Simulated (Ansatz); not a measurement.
**One shape, several levels: triplet GeH2S**

We compute a comparison of 6 runs (U-r2SCAN0/STO-3G, U-revPBE/STO-3G, U-wB97X/STO-3G, UPBE/STO-3G, USVWN5/STO-3G, UCCSDT/STO-3G) of triplet GeH2S. 

The calculation is run with Ansatz 0.2.0.

51 further runs of the same task are left out: 3 that didn't finish, 48 set aside as unsound or not needed.

### 1 The molecule

GeH2S: 4 atoms, total charge 0, spin state triplet. As SMILES of the parent species, `[SH][GeH]`. The coordinates come from a PBE0-D4/def2-TZVP relaxation. That shape belongs to the parent species and isn't relaxed for this state.

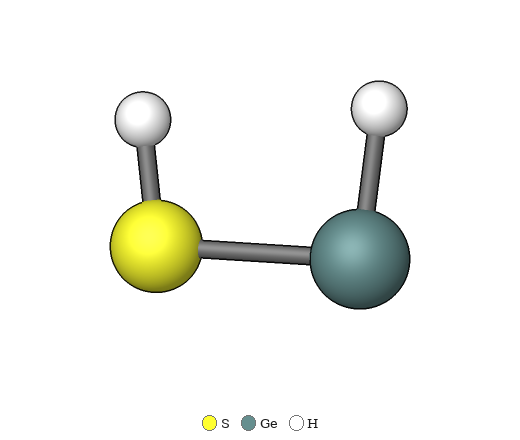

The structure, seen from a chosen angle (sulfur yellow, germanium teal, hydrogen white).

### 2 A single-point energy at U-r2SCAN0/STO-3G (run 1)

input.yaml reads:

```yaml
crystal:
  periodic: [false, false, false]
  atoms:
    - symbol: S
      position_ang: [-0.443300, -1.201800, 0.271700]
    - symbol: Ge
      position_ang: [-0.841700, 0.737900, -0.743600]
    - symbol: H
      position_ang: [0.779200, -0.962100, 0.771200]
    - symbol: H
      position_ang: [0.561200, 1.365900, -0.319400]
basis:
  gaussian:
    orbitals: STO-3G
magnetization:
  spin_polarized: true
  initial_magnetization: 2
hamiltonian:
  xc: {name: r2SCAN0}
accuracy: high
```

Command:

```bash
ansatz run input.yaml --threads 1 --pin off --max-ram 2610MiB --events-out events.jsonl --progress --plain --runs-dir runs
```

The program printed:

```text
Warning: RAYON_NUM_THREADS=1 ignored (pool sized by the plan → 1); use --threads N
Functional definition: r2SCAN0
  name "r2SCAN0"
  parameter a = 0.25
  parameter k0 = 0.174
  parameter k1 = 0.065
  parameter a1 = 4.9479
  exchange = (1 - a)*r2scan_x(k0 = k0, k1 = k1, a1 = a1) + a*exact_x
  correlation = r2scan_c
422 factors; integrals over basis functions are off by at most 1.4e-8 eV
mean field evaluation 1: about -66607.0268 eV, gradient 2.2e1 eV
mean field evaluation 2: about -66604.7636 eV, gradient 2.7e1 eV
mean field evaluation 4: about -66613.6137 eV, gradient 3.5e0 eV
mean field evaluation 8: about -66613.7598 eV, gradient 2.1e-1 eV
mean field evaluation 16: about -66613.7676 eV, gradient 3.7e-3 eV
mean field evaluation 32: about -66613.7676 eV, gradient 2.5e-7 eV
mean field -66613.76759036 eV, -2448.0108065122 hartree, gradient 8.2e-8 eV, S^2 2.002755; 6 other end points of the search recorded, 0 dependent functions left out
reference -66613.76759094 eV, -2448.0108065336 hartree; 26, 24 occupied and 3, 5 virtual orbitals, 422 factors
Total energy: -66613.76759094 eV, -2448.0108065336 hartree
```

It took 10 s on 1 thread of Arm Neoverse V1, shared host; peak memory 0.23 GiB.

### 3 The energy at U-revPBE/STO-3G (run 2)

job.yaml reads:

```yaml
crystal:
  periodic: [false, false, false]
  atoms:
    - {symbol: S, position_ang: [-0.443300, -1.201800, 0.271700]}
    - {symbol: Ge, position_ang: [-0.841700, 0.737900, -0.743600]}
    - {symbol: H, position_ang: [0.779200, -0.962100, 0.771200]}
    - {symbol: H, position_ang: [0.561200, 1.365900, -0.319400]}
basis:
  gaussian:
    orbitals: STO-3G
magnetization:
  spin_polarized: true
  initial_magnetization: 2
hamiltonian:
  xc: {name: revPBE}
accuracy: high
```

Command:

```bash
ansatz run job.yaml --threads 1 --pin off --max-ram 2610MiB --events-out events.jsonl --progress --plain --runs-dir runs
```

The program printed:

```text
Warning: RAYON_NUM_THREADS=1 ignored (pool sized by the plan → 1); use --threads N
Functional definition: revPBE
  name "revPBE"
  parameter kappa = 1.245
  parameter beta = 0.06672455060314922
  exchange = pbe_x(kappa = kappa, mu = beta*pi^2/3)
  correlation = pbe_c(beta = beta)
422 factors; integrals over basis functions are off by at most 1.4e-8 eV
mean field evaluation 1: about -66486.7241 eV, gradient 1.5e2 eV
mean field evaluation 2: about -66505.6734 eV, gradient 6.3e1 eV
mean field evaluation 4: about -66597.5761 eV, gradient 2.4e1 eV
mean field evaluation 8: about -66599.1801 eV, gradient 1.8e1 eV
mean field evaluation 16: about -66603.9318 eV, gradient 4.1e-2 eV
mean field evaluation 32: about -66597.1146 eV, gradient 1.5e1 eV
mean field evaluation 64: about -66603.6777 eV, gradient 2.4e0 eV
mean field -66603.93203106 eV, -2447.6493563750 hartree, gradient 1.8e-8 eV, S^2 2.002115; 7 other end points of the search recorded, 0 dependent functions left out
reference -66603.93203336 eV, -2447.6493564596 hartree; 26, 24 occupied and 3, 5 virtual orbitals, 422 factors
Total energy: -66603.93203336 eV, -2447.6493564596 hartree
```

It took 6.6 s on 1 thread of Arm Neoverse V1, shared host; peak memory 0.13 GiB.

Runs 3 to 5 aren't shown in full; the table further down has their settings and results.

### 4 A single-point energy at UCCSDT/STO-3G (run 6)

input.yaml reads:

```yaml
crystal:
  periodic: [false, false, false]
  atoms:
    - {symbol: S, position_ang: [-0.443300, -1.201800, 0.271700]}
    - {symbol: Ge, position_ang: [-0.841700, 0.737900, -0.743600]}
    - {symbol: H, position_ang: [0.779200, -0.962100, 0.771200]}
    - {symbol: H, position_ang: [0.561200, 1.365900, -0.319400]}
basis:
  gaussian:
    orbitals: STO-3G
total_charge: 0
magnetization:
  spin_polarized: true
  initial_magnetization: 2
correlation:
  method: ccsdt
  frozen_orbitals: {Ge: 9, H: 0, S: 5}
accuracy: high
scf:
  omitted_lower_state_checks: [cluster_reference, increment]
```

Command:

```bash
ansatz run input.yaml --threads 1 --pin off --max-ram 2610MiB --events-out events.jsonl --progress --plain --runs-dir runs
```

The program printed:

```text
Warning: RAYON_NUM_THREADS=1 ignored (pool sized by the plan → 1); use --threads N
[... 12 lines left out ...]
14 core orbitals not correlated: weight in the atoms' cores, before any rotation towards them, 1.000 or more for the frozen orbitals, at most 0.000 for the correlated occupied ones
[... 37 lines left out ...]
Total energy: -66560.73082151 eV, -2446.0617412069 hartree
Checks for a lower state left out: cluster_reference, increment
```

It took 2.1 s on 1 thread of Arm Neoverse V1, shared host; peak memory 0.099 GiB.

### 5 Overview of the runs

```tsv
run	level	frozen core orbitals	energy (Eh)	⟨S²⟩	wall time
1	U-r2SCAN0/STO-3G	–	-2448.010807	2.003	10 s
2	U-revPBE/STO-3G	–	-2447.649356	2.002	6.6 s
3	U-wB97X/STO-3G	–	-2447.955345	2.002	20 s
4	UPBE/STO-3G	–	-2447.336720	2.002	5.7 s
5	USVWN5/STO-3G	–	-2443.117263	2.002	4.5 s
6	UCCSDT/STO-3G	14	-2446.061741	2.005	2.1 s
```

### 6 Outcome

| quantity | value |
| --- | --- |
| run 6: total energy | -2446.06174 Eh |
| run 6: correlation energy (14 core orbitals frozen) | -64.2 mEh |
| run 6: ⟨S²⟩ of the reference determinant | 2.005 |
| run 6: T1 diagnostic | 0.009 |

What this shows: Totals of different functionals can't be ranked against each other. In runs 1, 2, 3, 4, 5, 6 the basis is minimal, so the values are rough. All runs together took 50 s, the longest 20 s.
